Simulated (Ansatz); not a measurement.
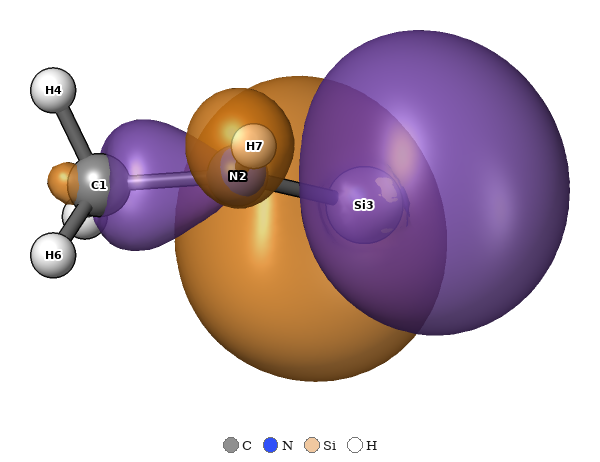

The picture shows: CH$_{4}$NSi (SMILES C[NH+]=[Si]) (charge +1). The LUMO at ±0.08 Å⁻³ᐟ² (orange and purple are the two phases), seen from one side.

Geometry: PBE0-D3(BJ)/def2-SVP.

The calculation used isolated molecule in a Gaussian basis; Kohn-Sham density functional theory, functional PBE0 in Ansatz 0.2.0.

The calculation's input:

```
basis:
  gaussian:
    orbitals: def2-TZVPD
crystal:
  periodic: [false, false, false]
  atoms:
    - {symbol: C, position_ang: [-1.767956, 0.428360, 1.345729]}
    - {symbol: "N", position_ang: [-2.567388, -0.624226, 0.695139]}
    - {symbol: Si, position_ang: [-3.175743, -0.687387, -0.852908]}
    - {symbol: H, position_ang: [-0.800924, 0.013876, 1.663506]}
    - {symbol: H, position_ang: [-1.585230, 1.258989, 0.650764]}
    - {symbol: H, position_ang: [-2.307793, 0.812953, 2.222431]}
    - {symbol: H, position_ang: [-2.755030, -1.417473, 1.321704]}
total_charge: 1
hamiltonian:
  xc: {name: PBE0}
output: {forces: true, orbitals: {seedname: orbitals}}
```

Command:

```sh
ansatz run input.yaml --threads 1 --pin off --max-ram 2610MiB --events-out events.jsonl --progress --plain --runs-dir runs
```

Describe this orbital and give its energy.

Its weight (Hirshfeld) is mainly on Si3 (about 85 %) and N2 (about 5 %). Its energy is −8.84 eV.
